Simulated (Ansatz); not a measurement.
# SnF2 (SMILES [F][Sn][F]): levels of theory compared

We compute a comparison of 6 runs (HF/STO-3G, BLYP/STO-3G, PBE/STO-3G, wB97M-V/STO-3G, CCSD(T)/STO-3G, UCCSD(T)/STO-3G) of SnF2. 

Program for the calculation: Ansatz 0.2.0.

54 further runs of the same task are left out: 21 that didn't finish, 33 set aside as unsound or not needed.

## 1. Starting point

The species is SnF2 (3 atoms), meant as a singlet with charge 0. As SMILES, `[F][Sn][F]`. The F3–Sn1 distance was set to 3.115 Å, away from the relaxed value. At this shape a bond of the SMILES string is far longer than usual.

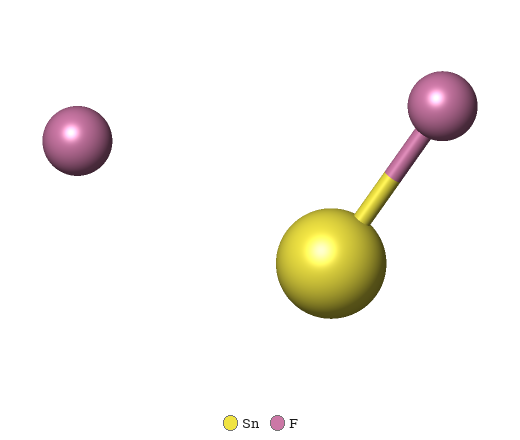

The structure, seen from a chosen angle (tin yellow, fluorine pink).

## 2. The energy at HF/STO-3G (run 1)

Input file run.yaml:

```yaml
basis:
  gaussian:
    orbitals: STO-3G
crystal:
  periodic: [false, false, false]
  atoms:
    - {symbol: Sn, position_ang: [0.819766, -0.025736, -1.508790]}
    - {symbol: F, position_ang: [2.432786, -0.039406, -0.200580]}
    - {symbol: F, position_ang: [-1.623610, 0.028790, 0.422090]}
accuracy: high
hamiltonian:
  xc: hf
```

Started as:

```bash
$ ansatz run run.yaml --threads 1 --pin off --max-ram 2610MiB --events-out events.jsonl --progress --plain --runs-dir runs
```

Output:

```text
Warning: RAYON_NUM_THREADS=1 ignored (pool sized by the plan → 1); use --threads N
Functional definition: HF
  name "HF"
  exchange = exact_x
  correlation = 0
641 factors; integrals over basis functions are off by at most 6.8e-9 eV
mean field evaluation 1: about -167590.2920 eV, gradient 2.0e1 eV
mean field evaluation 2: about -167590.3507 eV, gradient 2.0e1 eV
mean field evaluation 4: about -167594.7285 eV, gradient 1.8e1 eV
mean field evaluation 8: about -167596.8679 eV, gradient 7.3e0 eV
mean field evaluation 16: about -167597.4695 eV, gradient 6.5e-4 eV
mean field evaluation 32: about -167596.7907 eV, gradient 7.4e0 eV
mean field -167597.46948115 eV, -6159.0934017873 hartree, gradient 4.2e-8 eV, S^2 0.000000; 0 other end points of the search recorded, 0 dependent functions left out
reference -167597.46948115 eV, -6159.0934017873 hartree; 34, 34 occupied and 3, 3 virtual orbitals, 641 factors
Total energy: -167597.46948115 eV, -6159.0934017873 hartree
```

Wall time 0.68 s (1 thread of Arm Neoverse V1, shared host).

## 3. A single-point energy at BLYP/STO-3G (run 2)

Input file input.yaml:

```yaml
crystal:
  periodic: [false, false, false]
  atoms:
    - {symbol: Sn, position_ang: [0.819766, -0.025736, -1.508790]}
    - {symbol: F, position_ang: [2.432786, -0.039406, -0.200580]}
    - {symbol: F, position_ang: [-1.623610, 0.028790, 0.422090]}
basis:
  gaussian:
    orbitals: STO-3G
hamiltonian:
  xc: {name: BLYP}
accuracy: high
```

Started as:

```bash
$ ansatz run input.yaml --threads 1 --pin off --max-ram 2610MiB --events-out events.jsonl --progress --plain --runs-dir runs
```

Output:

```text
Warning: RAYON_NUM_THREADS=1 ignored (pool sized by the plan → 1); use --threads N
Functional definition: BLYP
  name "BLYP"
  parameter beta = 0.0042
  parameter a = 0.04918
  parameter b = 0.132
  parameter c = 0.2533
  parameter d = 0.349
  exchange = b88_x(beta = beta)
  correlation = lyp_c(a = a, b = b, c = c, d = d)
641 factors; integrals over basis functions are off by at most 6.8e-9 eV
mean field evaluation 1: about -167661.0803 eV, gradient 2.1e1 eV
mean field evaluation 2: about -167339.1414 eV, gradient 3.2e1 eV
mean field evaluation 4: about -167606.3561 eV, gradient 1.6e2 eV
mean field evaluation 8: about -167669.6223 eV, gradient 3.6e-1 eV
mean field evaluation 16: about -167669.5882 eV, gradient 1.8e-8 eV
mean field evaluation 32: about -167669.2736 eV, gradient 3.3e-2 eV
mean field evaluation 64: about -167666.4816 eV, gradient 1.0e1 eV
mean field evaluation 96: about -167668.6234 eV, gradient 4.7e0 eV
mean field -167669.58819062 eV, -6161.7437154765 hartree, gradient 1.8e-8 eV, S^2 0.000000; 7 other end points of the search recorded, 0 dependent functions left out
reference -167669.58822289 eV, -6161.7437166626 hartree; 34, 34 occupied and 3, 3 virtual orbitals, 641 factors
Total energy: -167669.58822289 eV, -6161.7437166626 hartree
```

Run time: 5.1 s. Hardware: 1 thread of Arm Neoverse V1, shared host; peak memory 0.099 GiB.

Run 3 isn't shown in full; the table further down has it.

## 4. The energy at wB97M-V/STO-3G (run 4)

Input file job.yaml:

```yaml
crystal:
  periodic: [false, false, false]
  atoms:
    - {symbol: Sn, position_ang: [0.819766, -0.025736, -1.508790]}
    - {symbol: F, position_ang: [2.432786, -0.039406, -0.200580]}
    - {symbol: F, position_ang: [-1.623610, 0.028790, 0.422090]}
basis:
  gaussian: {orbitals: STO-3G}
hamiltonian: {xc: {name: wB97M-V}}
accuracy: high
```

Started as:

```bash
$ ansatz run job.yaml --threads 1 --pin off --max-ram 2610MiB --events-out events.jsonl --progress --plain --runs-dir runs
```

Output:

```text
Warning: RAYON_NUM_THREADS=1 ignored (pool sized by the plan → 1); use --threads N
Functional definition: wB97M-V
  name "wB97M-V"
  parameter omega = 0.3/bohr
  parameter cx = 0.15
  parameter cx01 = 1.007
  parameter cx10 = 0.259
  parameter css00 = 0.443
  parameter css04 = -1.437
  parameter css10 = -4.535
  parameter css20 = -3.390
  parameter css43 = 4.278
  parameter cos00 = 1.000
  parameter cos10 = 1.358
  parameter cos20 = 2.924
  parameter cos21 = -8.812
  parameter cos60 = -1.390
  parameter cos61 = 9.142
  parameter b = 6.0
  parameter c = 0.01
  gx(w, u) = 1 - cx + cx01*u + cx10*w
  gss(w, u) = css00 + css04*u^4 + css10*w + css20*w^2 + css43*w^4*u^3
  gos(w, u) = cos00 + cos10*w + (cos20 + cos21*u)*w^2 + (cos60 + cos61*u)*w^6
  exchange = spin_sum(e_x_unif_sr(omega)*gx(b97_w, b97_u_x)) + cx*exact_x_sr(omega) + exact_x_lr(omega)
  correlation = spin_sum(e_c_pw_mod_same_spin*gss(b97_w, b97_u_same))
      + integral(e_c_pw_mod_opposite_spin*gos(b97_w_opposite, b97_u_opposite)) + vv10(b, c)
641 factors; integrals over basis functions are off by at most 6.8e-9 eV
150 factors; integrals over basis functions are off by at most 1.1e-9 eV
mean field evaluation 1: about -167667.1143 eV, gradient 2.3e1 eV
mean field evaluation 2: about -167355.6701 eV, gradient 7.4e1 eV
mean field evaluation 4: about -167669.8694 eV, gradient 3.1e1 eV
mean field evaluation 8: about -167670.4894 eV, gradient 2.0e1 eV
mean field evaluation 16: about -167676.5473 eV, gradient 6.8e-7 eV
mean field -167676.54729687 eV, -6161.9994579140 hartree, gradient 2.1e-8 eV, S^2 0.000000; 0 other end points of the search recorded, 0 dependent functions left out
reference -167676.54729872 eV, -6161.9994579820 hartree; 34, 34 occupied and 3, 3 virtual orbitals, 641 factors
Total energy: -167676.54729872 eV, -6161.9994579820 hartree
```

Wall time 23 s (1 thread of Arm Neoverse V1, shared host); peak memory 0.29 GiB.

Run 5 isn't shown in full; the table further down has it.

## 5. A single-point energy at UCCSD(T)/STO-3G (run 6)

Input file in.yaml:

```yaml
crystal:
  periodic: [false, false, false]
  atoms:
    - symbol: Sn
      position_ang: [0.819766, -0.025736, -1.508790]
    - symbol: F
      position_ang: [2.432786, -0.039406, -0.200580]
    - symbol: F
      position_ang: [-1.623610, 0.028790, 0.422090]
basis:
  gaussian: {orbitals: STO-3G}
magnetization: {spin_polarized: true}
correlation: {method: ccsd_t, frozen_orbitals: {F: 1, Sn: 18}}
accuracy: high
scf: {omitted_lower_state_checks: [cluster_reference, increment]}
```

Started as:

```bash
$ ansatz run in.yaml --threads 1 --pin off --max-ram 2610MiB --events-out events.jsonl --progress --plain --runs-dir runs
```

Output:

```text
Warning: RAYON_NUM_THREADS=1 ignored (pool sized by the plan → 1); use --threads N
[... 20 lines left out ...]
20 core orbitals not correlated: weight in the atoms' cores, before any rotation towards them, 1.000 or more for the frozen orbitals, at most 0.000 for the correlated occupied ones
[... 130 lines left out ...]
WARN: these amplitudes may be one of several solutions (largest doubles amplitude 0.54, level shift 0.00 eV)
Total energy: -167603.40725803 eV, -6159.3116110628 hartree
Checks for a lower state left out: cluster_reference, increment
```

Run time: 9.3 s. Hardware: 1 thread of Arm Neoverse V1, shared host; peak memory 0.18 GiB.

## 6. The series

```
run            level  frozen core orbitals   energy (Eh)  wall time
  1        HF/STO-3G                     –  -6159.093402     0.68 s
  2      BLYP/STO-3G                     –  -6161.743717      5.1 s
  3       PBE/STO-3G                     –  -6161.138687      5.1 s
  4   wB97M-V/STO-3G                     –  -6161.999458       23 s
  5   CCSD(T)/STO-3G                    20  -6159.313964      1.2 s
  6  UCCSD(T)/STO-3G                    20  -6159.311611      9.3 s
```

## 7. Summary of results

| quantity | value |
| --- | --- |
| run 6: total energy | -6159.31161 Eh |
| run 6: correlation energy (20 core orbitals frozen) | -68.1 mEh |
| run 6: (T) correction | -7.19 mEh |
| run 6: ⟨S²⟩ of the reference determinant | 0.983 |
| run 6: T1 diagnostic | 0.030 |

Below the HF energy at the same shape and in the same basis (STO-3G): CCSD(T) -220.6 mEh; UCCSD(T) -218.2 mEh. Some of these start from another determinant than that one, so these aren't their correlation energies. Totals of different functionals can't be ranked against each other. In run 5 the T1 diagnostic is large, so a single reference may not serve. In run 5 the log says that unrestricted orbitals would lower the reference, so the values rest on an unstable closed-shell determinant (other closed-shell runs at this shape may share the fault). In runs 1, 2, 3, 4, 5, 6 the basis is minimal, so the values are rough. In runs 1, 2, 3, 4, 5, 6 relativity is left out where basis or elements ask for it. Spin contamination of the reference: run 6 ⟨S²⟩ = 0.98. Where it is this large, the reference is a mixture of spin states, and values that rest on it are in doubt. All runs together took 45 s, the longest 23 s.
